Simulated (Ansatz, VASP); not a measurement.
# Cross-check of V2O5 between VASP and Ansatz, part 2 of 2

Wanted: the spread between two codes on one cell, functional and k mesh.  The cell is taken from a series of runs on this material, whose earlier steps may have relaxed or scaled it; both programs get it as it stands.

VASP 6.6.1 and Ansatz 0.2.0.

So far. Step 2 (VASP: single point, PBEsol): The run ends at a pressure of -11.87 GPa, with forces up to 1.1 eV/Å.

## 3. Ansatz: single point, PBEsol

Level of this step: Ansatz beside VASP: Kohn-Sham DFT, plane waves, PBEsol (Ansatz).

Ansatz runs on its default PAW (the set named soft_2) files.

The same cell, functional, mesh and smearing now go to Ansatz, which takes its cutoff from its data sets.

Contents of input.yaml:

```yaml
crystal:
  lattice:
    - [6.025601, -2.362139, 0.0]
    - [6.025601, 2.362139, 0.0]
    - [-1.272127, 0.0, 5.240246]
  atoms:
    - { symbol: V, position: [0.902612, 0.383142, 0.247337] }
    - { symbol: V, position: [0.383142, 0.902612, 0.747337] }
    - { symbol: V, position: [0.097388, 0.616858, 0.752663] }
    - { symbol: V, position: [0.616858, 0.097388, 0.252663] }
    - { symbol: O, position: [0.114771, 0.885229, 0.75] }
    - { symbol: O, position: [0.885229, 0.114771, 0.25] }
    - { symbol: O, position: [0.726377, 0.866745, 0.868417] }
    - { symbol: O, position: [0.866745, 0.726377, 0.368417] }
    - { symbol: O, position: [0.273623, 0.133255, 0.131583] }
    - { symbol: O, position: [0.133255, 0.273623, 0.631583] }
    - { symbol: O, position: [0.670132, 0.549787, 0.982447] }
    - { symbol: O, position: [0.450213, 0.329868, 0.517553] }
    - { symbol: O, position: [0.549787, 0.670132, 0.482447] }
    - { symbol: O, position: [0.329868, 0.450213, 0.017553] }
kpoints:
  mp_grid: { grid: [4, 4, 3] }
scf:
  occupations: { method: fermi_dirac, width: 0.02 }
hamiltonian:
  xc: pbesol
output:
  forces: true
  stress: true
  efg: { quadrupole_moments_barn: { V: -0.052, O: -0.02558 } }
```

On the command line:

```console
> ansatz run input.yaml --threads 4 --pin off --max-ram 8192MiB --backend cpu --events-out ev --progress --plain --runs-dir out
```

Numbers of over 12 decimals in the logs are rounded to 6 here.

What it wrote:

```text
Engine: ansatz 0.2.0, aarch64-unknown-linux-gnu
Pseudopotentials: kind: paw
Pseudopotential: V, paw, valence charge 13, recommended cutoff 420 eV (normal), V.paw.azcp
Pseudopotential: O, paw, valence charge 6, recommended cutoff 420 eV (normal), O.paw.azcp
Functional definition: PBEsol
  exchange = pbesol_x
  correlation = pbesol_c
Crystal: 14 atoms, lattice volume = 149.172 Å³
Basis set: ecut = 420 eV, 2893 PW (Γ), exchange–correlation on 90×90×80 points (8 copies of the dense FFT grid, shifted against one another)
Bands: 70, of which v1, the nominal top of the filled ones, is band 56 counted from 1 (55 counted from 0)
Symmetry: 4 space group operations
Space group: C2/c (ITA 15), of the structure as read, at distance tolerance 5.3e-5 Å
k-points: 17 of 48
Non-local potential: V, projectors of the file, l = 0: 3, l = 1: 2, l = 2: 3, l = 3: 1
Non-local potential: O, projectors of the file, l = 0: 2, l = 1: 2, l = 2: 1
PAW form: soft (Blöchl's): semilocal exchange-correlation on the pseudo side does not see the compensation charge
PAW frozen core: V, regenerated for the run's functional, and the local potential with it (the file was generated under x = pbe(κ = 0.804, μ = 0.219515), c = pbe(β = 0.066725))
PAW frozen core: O, regenerated for the run's functional, and the local potential with it (the file was generated under x = pbe(κ = 0.804, μ = 0.219515), c = pbe(β = 0.066725))
PAW one-centre angular grid: V, 590 points (default); XC on 64 Gauss nodes
PAW one-centre angular grid: O, 110 points (default); XC on 64 Gauss nodes
Initial density: superposition of atomic densities (neutral atoms: chi_scale 0, normalization atom), corrected by the library's trained network
Initial wavefunctions: pseudopotential atomic-orbital guess
Functional: x = pbesol(κ = 0.804, μ = 0.123457), c = pbesol(β = 0.046)
SCF iter   1: F=—  HF=-17155.803850 eV  |F-HF|=—  |Δ(HF+E_count)|=         —  Δρ=1.86e-2  dr2=4.27e-1  ethr=1.77e-3  ⟨swp⟩=5.5  Hψ=3915  notcnv=0  defer=15
preconditioner: auto → Resta (q_TF=auto, 2.601 Å⁻¹)  ε∞=10.3  [insulator: Δε(μ)=1.111 eV  Ē_g=8.923 eV  σ=0.020 eV  W_gap=1.00  n_scr=40 (ndim 8)  ℏωp=27.2 eV  f_vac=0.047  D(μ)=0.00/eV (n_scr^D=0)  ε∞_Penn≈10.3]
SCF iter   2: F=—  HF=-17155.785329 eV  |F-HF|=—  |Δ(HF+E_count)|=   1.85e-2  Δρ=1.87e-2  dr2=5.47e-1  ethr=3.82e-4  ⟨swp⟩=2.1  Hψ=1993  notcnv=0  defer=136
SCF iter   3: F=—  HF=-17155.728822 eV  |F-HF|=—  |Δ(HF+E_count)|=   5.65e-2  Δρ=4.94e-3  dr2=2.77e-2  ethr=3.82e-4  ⟨swp⟩=2.0  Hψ=1666  notcnv=0  defer=136
SCF iter   4: F=—  HF=-17155.723236 eV  |F-HF|=—  |Δ(HF+E_count)|=   5.59e-3  Δρ=1.33e-3  dr2=2.61e-3  ethr=2.47e-5  ⟨swp⟩=2.0  Hψ=1742  notcnv=0  defer=51
automatic band count: iteration 4 solves 65 bands in place of 70: the levels show a gap, and the empty bands left out lie too high to hold charge; the band table lists the bands solved (type scf.n_extra_bands for more)
SCF iter   5: F=—  HF=-17155.723077 eV  |F-HF|=—  |Δ(HF+E_count)|=   1.60e-4  Δρ=7.30e-4  dr2=5.17e-4  ethr=2.33e-6  ⟨swp⟩=2.0  Hψ=1513  notcnv=0  defer=51
SCF iter   6: F=—  HF=-17155.723126 eV  |F-HF|=—  |Δ(HF+E_count)|=   4.92e-5  Δρ=1.72e-4  dr2=4.83e-5  ethr=4.62e-7  ⟨swp⟩=2.0  Hψ=1593  notcnv=0  defer=51
SCF iter   7: F=—  HF=-17155.723069 eV  |F-HF|=—  |Δ(HF+E_count)|=   5.71e-5  Δρ=1.55e-4  dr2=3.26e-5  ethr=4.31e-8  ⟨swp⟩=2.0  Hψ=1666  notcnv=0  defer=51
SCF iter   8: F=—  HF=-17155.723066 eV  |F-HF|=—  |Δ(HF+E_count)|=   2.90e-6  Δρ=3.23e-5  dr2=2.01e-6  ethr=2.91e-8  ⟨swp⟩=2.0  Hψ=1564  notcnv=0  defer=51
SCF iter   9: F=—  HF=-17155.723067 eV  |F-HF|=—  |Δ(HF+E_count)|=   6.18e-7  Δρ=2.49e-5  dr2=1.15e-6  ethr=1.80e-9  ⟨swp⟩=2.0  Hψ=1530  notcnv=0  defer=51
SCF iter  10: F=-17155.723067 eV  HF=-17155.723067 eV  |F-HF|=1.57e-8  |Δ(HF+E_count)|=   7.87e-8  Δρ=4.48e-6  dr2=3.36e-8  ethr=8.93e-11  ⟨swp⟩=3.0  Hψ=4230  notcnv=0
SCF 1 converged in 10 iterations: F = -17155.723067 eV  dr2 = 3.36e-8
  greatest PAW one-centre occupation: 1.000 electrons in one spin orbital (limit 2), on the V atom at site 3 (counted from 0), in its partial waves of l = 0
SCF converged after 10 iterations
Free energy (F): -17155.723067 eV
Harris-Foulkes:  -17155.723067 eV  (|F-HF|=1.57e-8)
Internal energy: -17155.723067 eV  (E = F + TS)
E sigma→0 (E₀):  -17155.723067 eV
Fermi energy:    7.536440 eV
--- Per-component energies (eV) ---
  E_band       = -1152.103671
  E_kinetic    = 3064.015430
  E_local      = -8736.564664  (includes V_loc(G=0)·N_el)
  E_nonlocal   = 278.972064
  E_hartree    = 3468.735845
  E_xc         = -1237.671548
  E_vxc        = -1582.511648  (∫ρ·V_xc dr)
  E_paw        = -5847.462242  (= ΣΔE_a)
  E_vpaw       = -1113.502573  (= ΣTr[D̂ρ^β])
  E_aug_tail   = 0.025051  (compensation charges beyond the density's cutoff)
  E_ewald      = -8146.724599
  E_core_change = 0.951595  (= ΣΔE_core)
  E_smearing   = -0.000000  (= −TS)
  E_closure    = -0.000000  (closes the sum)
  Σ components = -17155.723067   (vs F -17155.723067, Δ=0.00e0)
--- Forces (eV/Å), atoms counted from 1 ---
  atom   1  V     -0.51745529     0.19746768    -1.14939181
  atom   2  V     -0.51745529    -0.19746768    -1.14939181
  atom   3  V      0.51745529    -0.19746768     1.14939181
  atom   4  V      0.51745529     0.19746768     1.14939181
  atom   5  O      0.00000000    -0.64955284     0.00000000
  atom   6  O     -0.00000000     0.64955284    -0.00000000
  atom   7  O     -0.03018948    -0.34661505    -0.18938448
  atom   8  O     -0.03018948     0.34661505    -0.18938448
  atom   9  O      0.03018948     0.34661505     0.18938448
  atom  10  O      0.03018948    -0.34661505     0.18938448
  atom  11  O      0.24379150    -0.54320238     1.11774814
  atom  12  O     -0.24379150    -0.54320238    -1.11774814
  atom  13  O      0.24379150     0.54320238     1.11774814
  atom  14  O     -0.24379150     0.54320238    -1.11774814
  max |Σ_I F_I| component: 6.66e-16 eV/Å
--- Stress (GPa, compression-positive) ---
      -12.755548       0.000000       0.262995
        0.000000     -12.113005       0.000000
        0.262996       0.000000     -13.103420
  P = ⅓ Tr σ = -12.6573 GPa (-126.573 kbar)
--- PAW observables at the nuclei: V_zz in 10²¹ V/m², potentials from the cell's mean, atoms counted from 1 ---
  atom   1  V  V_zz =    +3.838213   η = 0.5546   by run symmetry: allowed   C_q = -4.8260 MHz
            electrostatic potential = -2686.970034 V   contact ρ = none
  atom   2  V  V_zz =    +3.838213   η = 0.5546   by run symmetry: allowed   C_q = -4.8260 MHz
            electrostatic potential = -2686.970034 V   contact ρ = none
  atom   3  V  V_zz =    +3.838213   η = 0.5546   by run symmetry: allowed   C_q = -4.8260 MHz
            electrostatic potential = -2686.970034 V   contact ρ = none
  atom   4  V  V_zz =    +3.838213   η = 0.5546   by run symmetry: allowed   C_q = -4.8260 MHz
            electrostatic potential = -2686.970034 V   contact ρ = none
  atom   5  O  V_zz =    +3.454260   η = 0.9376   by run symmetry: allowed   C_q = -2.1365 MHz
            electrostatic potential = -622.026566 V   contact ρ = none
  atom   6  O  V_zz =    +3.454260   η = 0.9376   by run symmetry: allowed   C_q = -2.1365 MHz
            electrostatic potential = -622.026566 V   contact ρ = none
  atom   7  O  V_zz =    -4.413819   η = 0.4478   by run symmetry: allowed   C_q = +2.7300 MHz
            electrostatic potential = -621.956229 V   contact ρ = none
  atom   8  O  V_zz =    -4.413819   η = 0.4478   by run symmetry: allowed   C_q = +2.7300 MHz
            electrostatic potential = -621.956229 V   contact ρ = none
  atom   9  O  V_zz =    -4.413819   η = 0.4478   by run symmetry: allowed   C_q = +2.7300 MHz
            electrostatic potential = -621.956229 V   contact ρ = none
  atom  10  O  V_zz =    -4.413819   η = 0.4478   by run symmetry: allowed   C_q = +2.7300 MHz
            electrostatic potential = -621.956229 V   contact ρ = none
  atom  11  O  V_zz =    +1.558253   η = 0.7426   by run symmetry: allowed   C_q = -0.9638 MHz
            electrostatic potential = -621.823135 V   contact ρ = none
  atom  12  O  V_zz =    +1.558253   η = 0.7426   by run symmetry: allowed   C_q = -0.9638 MHz
            electrostatic potential = -621.823135 V   contact ρ = none
  atom  13  O  V_zz =    +1.558253   η = 0.7426   by run symmetry: allowed   C_q = -0.9638 MHz
            electrostatic potential = -621.823135 V   contact ρ = none
  atom  14  O  V_zz =    +1.558253   η = 0.7426   by run symmetry: allowed   C_q = -0.9638 MHz
            electrostatic potential = -621.823135 V   contact ρ = none
```

The column dr2 measures how far the density is from self-consistency, as an energy; F and HF (Harris–Foulkes) agree once it is small.

The run ends at a pressure of -12.66 GPa, with forces up to 1.3 eV/Å.

## 4. Differences

Known differences besides the PAW data sets themselves: the cutoff is 420 eV in Ansatz and 520 eV in VASP; Ansatz makes its cores anew for this functional, VASP keeps those of its PBE data sets; VASP leaves aspherical gradient terms in its spheres out (LASPH is not set), Ansatz keeps them. Total energies have different zeros and are not compared.

The two programs side by side:

```tsv
quantity	Ansatz	VASP	difference
pressure (GPa)	-12.66	-11.87	-0.79
gap on the k mesh (eV)	1.212	1.193	+0.020
```

Forces on 10 of the 14 atoms, picked by the larger force of the two programs (eV/Å; atoms numbered as in POSCAR):

```tsv
atom	Ansatz x, y, z	VASP x, y, z
V1	-0.517, 0.197, -1.149	-0.501, 0.154, -0.969
V2	-0.517, -0.197, -1.149	-0.501, -0.154, -0.969
V3	0.517, -0.197, 1.149	0.501, -0.154, 0.969
V4	0.517, 0.197, 1.149	0.501, 0.154, 0.969
O5	0.000, -0.650, 0.000	0.000, -0.609, 0.000
O6	0.000, 0.650, 0.000	0.000, 0.609, 0.000
O11	0.244, -0.543, 1.118	0.237, -0.438, 0.960
O12	-0.244, -0.543, -1.118	-0.237, -0.438, -0.960
O13	0.244, 0.543, 1.118	0.237, 0.438, 0.960
O14	-0.244, 0.543, -1.118	-0.237, 0.438, -0.960
```

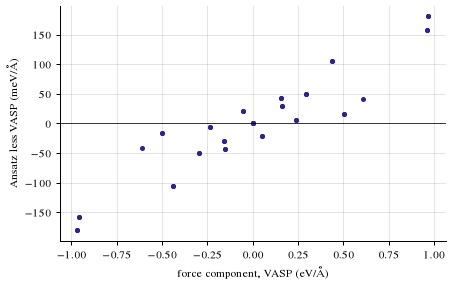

Difference of the force components against their size.

The forces differ by 85 meV/Å r.m.s., which is 16.8 % of the r.m.s. force of 0.51 eV/Å (both taken over all components).

## 5. Looking for the cause

The difference is large enough to ask for its cause, so further runs change the set-up of one program at a time, as the table lists.

```tsv
run	r.m.s. force difference (% of the r.m.s. force)
as above	17
VASP with the data sets V_sv_GW and O_GW and a cutoff of 670 eV	4.3
VASP with the data sets V_sv and O_h and a cutoff of 1230 eV	8.3
```

## 6. Outcome

```json
{"r.m.s. force difference (single point, PBEsol)": "17 % of the r.m.s. force", "difference in pressure (single point, PBEsol)": "-0.79 GPa"}
```

What this shows: The r.m.s. force difference is 17 % of the r.m.s. force (single point, PBEsol), beyond the 3 % picked in this series as the mark of a large difference. For single point, PBEsol: with VASP with the data sets V_sv_GW and O_GW and a cutoff of 670 eV the r.m.s. force difference shrinks in size, from 17 to 4.3 % of the r.m.s. force. Differences of this kind measure data sets and numerical settings, not the functional's error against experiment.

[Lines on the potential files, build, host, timing and source positions are cut from VASP's logs without a mark.]

[Logs are printed without paths, hosts, clocks, repeated set-up lines and the standing remarks that a program may print on its own settings, such as how far it seeks lower states.]

[Hosts, paths, dates, database ids (printed as entryN), source tags and the programs' standing remarks are cut or masked in the printed files.]
